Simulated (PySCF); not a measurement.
# CH6AsB: geometry, NMR shifts, spin-spin couplings, electronic excitations and core binding energies

What NMR shifts, spin-spin couplings, electronic excitations and core binding energies should CH6AsB (`BC[AsH2]`) show?

Computed with PySCF 2.14.0, with density-fitted response routines of our own, on a single molecule in the gas phase. Atoms are numbered from 0 throughout.

### Step 1. The starting structure

9 atoms, charge 0, multiplicity 1; geometry from: GFN2-xTB.

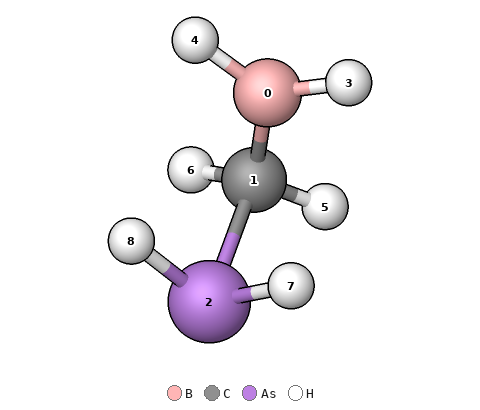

As it starts; boron pink, carbon grey, arsenic purple, hydrogen white, atoms numbered.

### Step 2. Geometry optimisation at PBE0-D3(BJ)/def2-SVP

Job settings and geometry (Å):

```
{"job": {"xc": "PBE0", "basis": "def2-SVP", "d3": "d3bj", "grid": 1, "kind": "geom"}, "charge": 0, "multiplicity": 1}
B     -0.946117     0.592727    -0.074269
C     -0.323187    -0.795847    -0.318176
As     1.565389    -0.452285     0.274971
H     -0.903917     1.410916    -0.912452
H     -1.402056     0.858248     0.972392
H     -0.250025    -1.141352    -1.351227
H     -0.678852    -1.625095     0.296517
H      1.734354     0.857754    -0.440662
H      1.217972     0.300928     1.527726
```

**Question.** This job is followed by: GIAO PBE0/pcSseg-1 NMR shielding, non-relativistic, gas phase; B3LYP/pcJ-1 As:pcSseg-1 indirect spin-spin coupling, non-relativistic, gas phase; TDDFT wB97X-D/def2-SVPD, vertical, gas phase, core orbitals frozen in the response; GIAO HF/pcSseg-2 NMR shielding, non-relativistic, gas phase; delta-SCF UKS SCAN, pcX-2 on the ionised atom, pcseg-1 elsewhere, spin-free X2C. Predict these results of the whole session: point group; rotational constants (main isotopes); ¹³C shifts against TMS (PBE0/pcSseg-1); ¹H shifts against TMS (PBE0/pcSseg-1, means over atoms taken as alike); ¹¹B shifts against BF3·OEt2 (PBE0/pcSseg-1); ⁷⁵As shifts against AsH3 (PBE0/pcSseg-1); largest coupling of the table (B3LYP/pcSseg-1+pcJ-1); lowest singlet (wB97X-D/def2-SVPD); lowest triplet; vertical ionisation energy (ΔSCF); C1s binding energies, SCAN/pcX-2; range of the shift of As2.

The runs gave:

```
                                                              quantity                        value
                                                           point group                           Cs
                                  rotational constants (main isotopes)        19.52, 4.67, 4.16 GHz
                                ¹³C shifts against TMS (PBE0/pcSseg-1)                     19.5 ppm
¹H shifts against TMS (PBE0/pcSseg-1, means over atoms taken as alike)         5.36, 1.89, 1.71 ppm
                           ¹¹B shifts against BF3·OEt2 (PBE0/pcSseg-1)                     44.7 ppm
                              ⁷⁵As shifts against AsH3 (PBE0/pcSseg-1)                      -96 ppm
                  largest coupling of the table (B3LYP/pcSseg-1+pcJ-1)      ¹J(C,H) C1–H5, 148.5 Hz
                                    lowest singlet (wB97X-D/def2-SVPD)  6.07 eV (204 nm), f = 0.289
                                                        lowest triplet                      5.02 eV
                                     vertical ionisation energy (ΔSCF)                      9.79 eV
                                      C1s binding energies, SCAN/pcX-2                 C1 290.39 eV
                                             range of the shift of As2               -96 to -61 ppm
```

Over 4 steps the energy fell by 0.076 eV; of the close pairs, B0–H3 changed most, 1.172 to 1.211 Å. At PBE0/pcSseg-1: The widest tensor belongs to As2: span 621 ppm, with a paramagnetic part of -870 ppm. Of the pairs tabulated at B3LYP/pcSseg-1+pcJ-1, C1–H5 (mean over like pairs) couples most strongly (148.5 Hz; Fermi contact 146.1 Hz). The first singlet state (HOMO→LUMO 0.88) lies at 6.07 eV and is bright. The lowest triplet lies 1.05 eV below the lowest singlet (triplets in Tamm-Dancoff, singlets in full TDDFT). The orbital energy would give 9.36 eV for ionisation, ΔSCF gives 9.79 eV. In ppm, As2 moves most: its shift spreads over 36 ppm, from -96 (PBE0/pcSseg-1) to -61 (HF/pcSseg-2). Spin-orbit coupling is left out, which matters for shieldings and couplings at and beside the heavy atoms.
